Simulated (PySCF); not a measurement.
# One shape, several levels: SiHF (SMILES F[SiH])

We compute a comparison of 6 runs (PBE0/STO-6G, SVWN5/STO-6G, UPBE0/STO-6G, MP2/STO-6G, CCSD(T)/STO-6G, FCI/STO-6G) of SiHF. The job is set up through a Python script.

The results are computed with PySCF 2.14.0.

9 further runs of the same task are left out: 9 set aside as unsound or not needed.

## Step 1: The system as given

SiHF has 3 atoms, charge 0, and is taken as a singlet. As SMILES, `F[SiH]`. The Si2–H3 distance was set to 2.311 Å, away from the relaxed value. At this shape a bond of the SMILES string is far longer than usual.

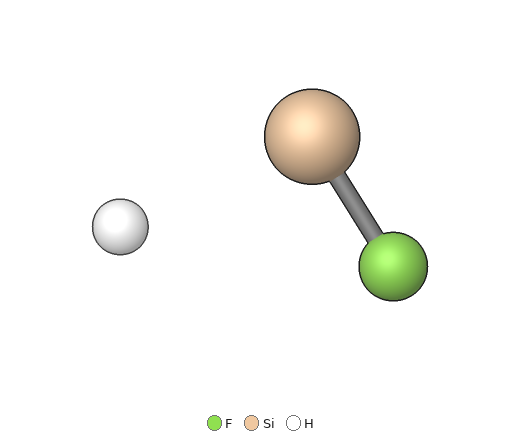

The structure, seen from a chosen angle (fluorine green, silicon light orange, hydrogen white).

## Step 2: A single-point energy at PBE0/STO-6G (run 1)

run.py reads:

```python
from pyscf import gto, dft

system = gto.M(
    atom=[
    ('F', (-1.442988, 0.698377, -0.723046)),
    ('Si', (-0.165988, 1.303377, 0.053054)),
    ('H', (0.892400, -0.718600, 0.415300)),
],
    max_memory=1860,
    verbose=3,
    basis='sto-6g',
    spin=0,
)

calc0 = dft.RKS(system)
calc0.xc = 'pbe0'
calc0.grids.level = 5
calc0.conv_tol = 1e-10
calc0.kernel()
if not calc0.converged:
    calc0 = calc0.newton().run(calc0.mo_coeff, calc0.mo_occ)

energy = calc0.e_tot
print(f'total energy: {energy:.8f} hartree')
```

Command:

```bash
$ OMP_NUM_THREADS=1 python run.py
```

The program printed:

```text
converged SCF energy = -387.99459857464
total energy: -387.99459857 hartree
```

It took 3.3 s on 1 thread of Arm Neoverse N1, shared host; peak memory 0.17 GiB.

## Step 3: The energy at SVWN5/STO-6G (run 2)

job.py reads:

```python
from pyscf import gto, dft

mol = gto.M(
    atom='''
F     -2.726852     1.319741    -1.366359
Si    -0.313672     2.463026     0.100258
H      1.686392    -1.357957     0.784803
''',
    charge=0,
    spin=0,
    verbose=3,
    unit='bohr',
    basis='sto-6g',
    max_memory=1860,
)

calc0 = dft.RKS(mol)
calc0.xc = 'svwn'
calc0.grids.level = 5
calc0.conv_tol = 1e-10
calc0.kernel()
if not calc0.converged:
    calc0 = calc0.newton().run(calc0.mo_coeff, calc0.mo_occ)

e_tot = calc0.e_tot
print('E(%s) = %.9f' % ('SVWN5', e_tot))
```

Command:

```bash
$ OMP_NUM_THREADS=1 python job.py
```

The program printed:

```text
converged SCF energy = -386.342950592901
E(SVWN5) = -386.342950593
```

Wall time 2.8 s (1 thread of Arm Neoverse N1, shared host); peak memory 0.13 GiB.

## Step 4: The energy at UPBE0/STO-6G (run 3)

run.py reads:

```python
from pyscf import gto, dft

system = gto.Mole()
system.atom = '''
F       -1.442988       0.698377      -0.723046
Si      -0.165988       1.303377       0.053054
H        0.892400      -0.718600       0.415300
'''
system.basis = 'sto-6g'
system.verbose = 3
system.max_memory = 1860
system.build()

mf = dft.UKS(system)
mf.xc = 'pbe0'
mf.grids.level = 5
mf.conv_tol = 1e-10
mf.kernel()
if not mf.converged:
    mf = mf.newton().run(mf.mo_coeff, mf.mo_occ)
for _ in range(3):
    mo, _, stable, _ = mf.stability(return_status=True)
    if stable:
        break
    mf.kernel(mf.make_rdm1(mo, mf.mo_occ))

etot = mf.e_tot
print(f'total energy: {etot:.8f} hartree')
```

Command:

```bash
$ OMP_NUM_THREADS=1 python run.py
```

The program printed:

```text
converged SCF energy = -387.994598574646  <S^2> = 1.209699e-12  2S+1 = 1
<class 'pyscf.dft.uks.UKS'> wavefunction is stable in the internal stability analysis
total energy: -387.99459857 hartree
```

Run time: 9.9 s. Hardware: 1 thread of Arm Neoverse N1, shared host; peak memory 0.32 GiB.

Runs 4 to 5 aren't shown in full; the table further down has their settings and results.

## Step 5: The energy at FCI/STO-6G (run 6)

input.xyz reads:

```xyz
3

F     -1.442988     0.698377    -0.723046
Si    -0.165988     1.303377     0.053054
H      0.892400    -0.718600     0.415300
```

job.py reads:

```python
from pyscf import gto, mcscf
from pyscf import fci

mol = gto.Mole()
mol.atom = 'input.xyz'
mol.basis = 'sto-6g'
mol.spin = 0
mol.verbose = 3
mol.max_memory = 1860
mol.build()

mf = mol.RHF()
mf.conv_tol = 1e-10
mf.kernel()
if not mf.converged:
    mf = mf.newton().run(mf.mo_coeff, mf.mo_occ)

cas = mcscf.CASCI(mf, mf.mo_coeff.shape[-1] - 6, (mol.nelec[0] - 6, mol.nelec[1] - 6))  # full CI above the frozen core
cas.fcisolver = fci.direct_spin0.FCI(mol)  # even spin states alone
cas.kernel()
print('<S^2> = %.4f' % cas.fcisolver.spin_square(cas.ci, cas.ncas, cas.nelecas)[0])
energy = cas.e_tot
print('E = %.10f Eh' % energy)
```

Command:

```bash
$ OMP_NUM_THREADS=1 python job.py
```

The program printed:

```text
converged SCF energy = -387.243494032196
CASCI E = -387.362725589560  E(CI) = -39.0069061322806  S^2 = 0.0000000
<S^2> = 0.0000
E = -387.3627255896 Eh
```

It took 1.4 s on 1 thread of Arm Neoverse N1, shared host; peak memory 0.12 GiB.

## Step 6: Overview of the runs

| run | level | follow instability | integration grid | energy (Eh) | dipole moment (D) of the reference | HOMO energy (eV) | LUMO energy (eV) | wall time |
| --- | --- | --- | --- | --- | --- | --- | --- | --- |
| 1 | PBE0/STO-6G | – | 5 | -387.994599 | 2.23 | -2.43 | 1.50 | 3.3 s |
| 2 | SVWN5/STO-6G | – | 5 | -386.342951 | 2.03 | -1.21 | 0.52 | 2.8 s |
| 3 | UPBE0/STO-6G | yes | 5 | -387.994599 | 2.23 | -2.43 | 1.50 | 9.9 s |
| 4 | MP2/STO-6G | – | – | -387.322000 | 2.60 | -4.83 | 5.52 | 1.2 s |
| 5 | CCSD(T)/STO-6G | – | – | -387.362307 | 2.60 | -4.83 | 5.52 | 1.4 s |
| 6 | FCI/STO-6G | – | – | -387.362726 | 2.60 | -4.83 | 5.52 | 1.4 s |

## Step 7: Results

| quantity | value |
| --- | --- |
| run 6: total energy | -387.36273 Eh |
| run 6: dipole moment (Hartree–Fock density) | 2.60 D |
| run 6: HOMO energy (Hartree–Fock orbitals) | -4.83 eV |
| run 6: LUMO energy (Hartree–Fock orbitals) | 5.52 eV |
| run 6: HOMO–LUMO gap (Hartree–Fock orbitals) | 10.35 eV |
| run 6: correlation energy (6 core orbitals frozen) | -119.2 mEh |

Against full CI in this basis: MP2 +40.7 mEh; CCSD(T) +0.4 mEh. Over runs 1, 2, 3 the dipole moment (its size) runs from 2.03 D (SVWN5/STO-6G) to 2.23 D (UPBE0/STO-6G). Over runs 1, 2, 3 the HOMO–LUMO gap runs from 1.73 eV (SVWN5/STO-6G) to 3.93 eV (UPBE0/STO-6G). Totals of different functionals can't be ranked against each other. In run 5 the T1 diagnostic is large, so a single reference may not serve. In runs 1, 2, 3, 4, 5, 6 the basis is minimal, so the values are rough. All runs together took 20 s, the longest 9.9 s.
